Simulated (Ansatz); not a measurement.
**BH5O2Si (SMILES BO[SiH2]O): density, localisation and related maps**

```yaml
atoms:
  - { symbol: B, position_ang: [-1.7302, 0.5011, 0.6598] }
  - { symbol: O, position_ang: [-0.7020, -0.3537, 0.4760] }
  - { symbol: Si, position_ang: [0.8544, -0.2101, -0.1503] }
  - { symbol: O, position_ang: [0.9724, -1.0459, -1.5735] }
  - { symbol: H, position_ang: [-2.7642, 0.0635, 1.1085] }
  - { symbol: H, position_ang: [-1.6069, 1.6772, 0.3843] }
  - { symbol: H, position_ang: [1.1420, 1.2062, -0.4723] }
  - { symbol: H, position_ang: [1.7517, -0.7694, 0.8932] }
  - { symbol: H, position_ang: [0.9051, -2.0080, -1.5457] }
```

Method: RKS B3LYP/def2-SVP in Ansatz.

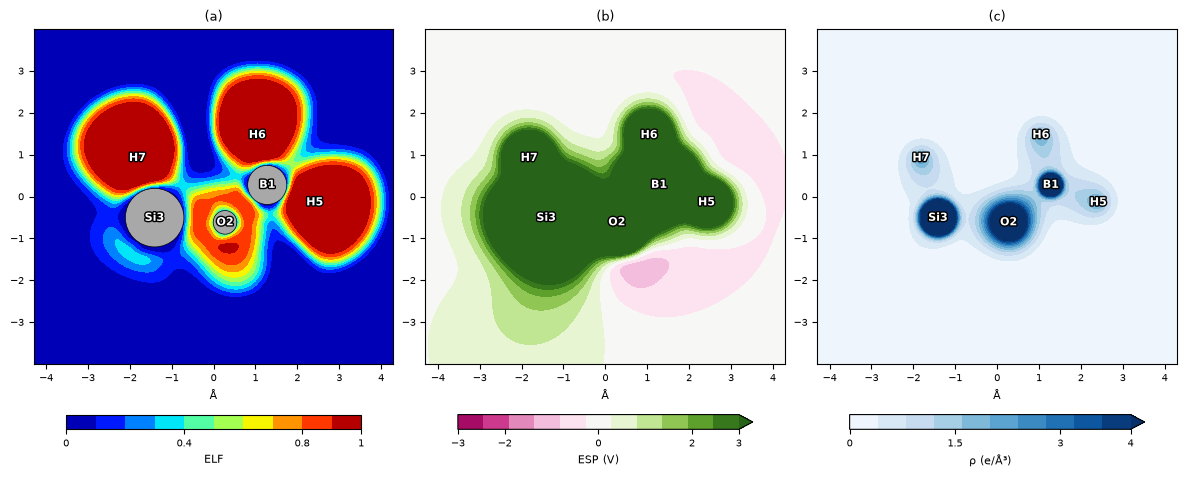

Figure 1. (a) ELF; (b) electrostatic potential; (c) total electron density on the plane of atoms O2, Si3 and H7. Grey discs cover the atomic cores in the ELF map.

Interpret the plot.

The plane passes through B, O, Si and H nuclei.
B–O (1.35 Å): ρ is about 2.1 e/Å³ halfway; the ELF peaks at about 0.90 between the atoms; a polar covalent bond.
Si–O (1.68 Å): ρ is about 1 e/Å³ halfway; the ELF peaks at about 0.90 between the atoms, as expected for a polar covalent bond.
B–H (1.21 Å): ρ is about 1.2 e/Å³ halfway; the ELF climbs to about 1 towards the hydrogen, as it does in any bond to H; a covalent bond by its length.
Si–H (1.48 Å): ρ at the midpoint is about 0.79 e/Å³; the ELF climbs to about 1 towards the hydrogen.
The ELF also peaks beside O2, away from the bonds: lone-pair regions.
Outside the dense part of the molecule the potential is most negative (−1.2 V) near O2.

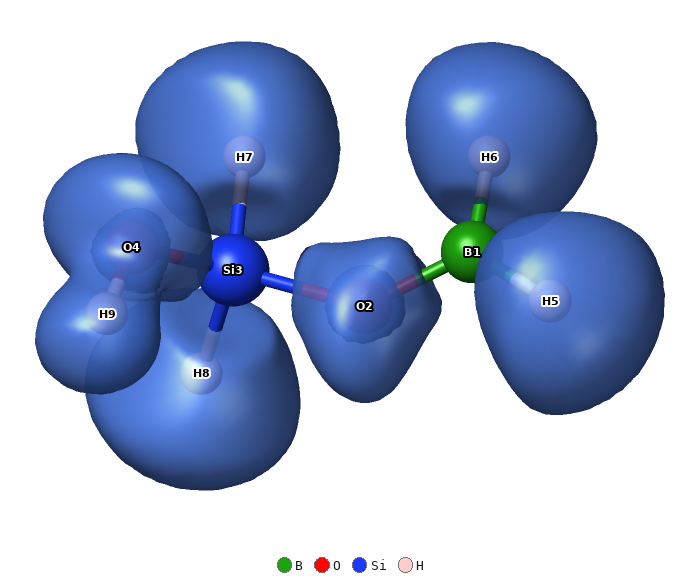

Figure 2. Isosurface of the ELF at 0.75 (blue), seen at an oblique angle. Only the valence region is drawn (cores and ρ < 0.01 e/Å³ removed).

What do the ELF domains correspond to?

The surface consists of four regions around hydrogen nuclei, one region on O in which the atom's valence shell and bonds are merged and one joined region spread over several atoms (H, O), in which their bonds and any lone pairs are merged.


 Si–O (1.65 Å): the ELF peaks at about 0.90 between the atoms: a shared but strongly polarised pair.

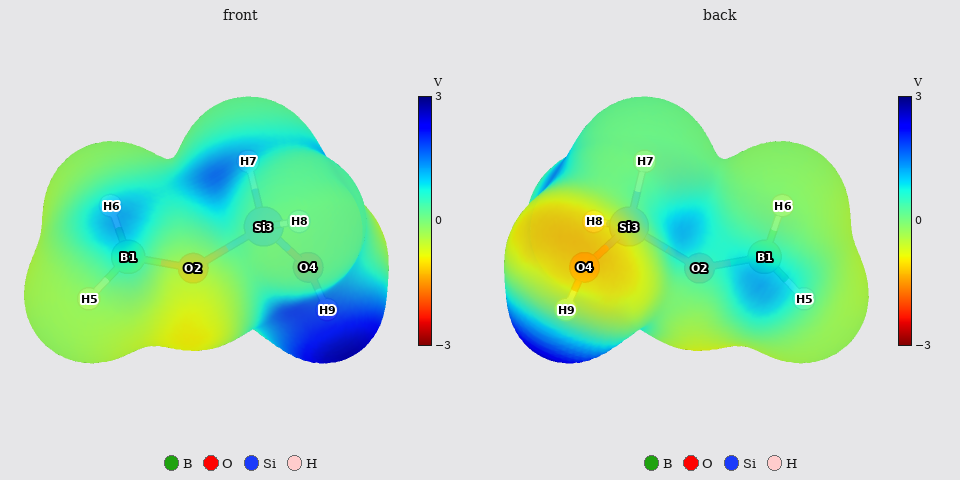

Figure 3. The molecular electrostatic potential painted on the density surface at 0.002 e/bohr³, seen from the front and from behind; the colour scale runs from red (negative) to blue (positive).

Describe the electrostatic potential map.

The most negative region (about −1.2 V) lies over O4, the most positive (about +2.7 V) over H9. O4 is the likeliest acceptor of a hydrogen bond.
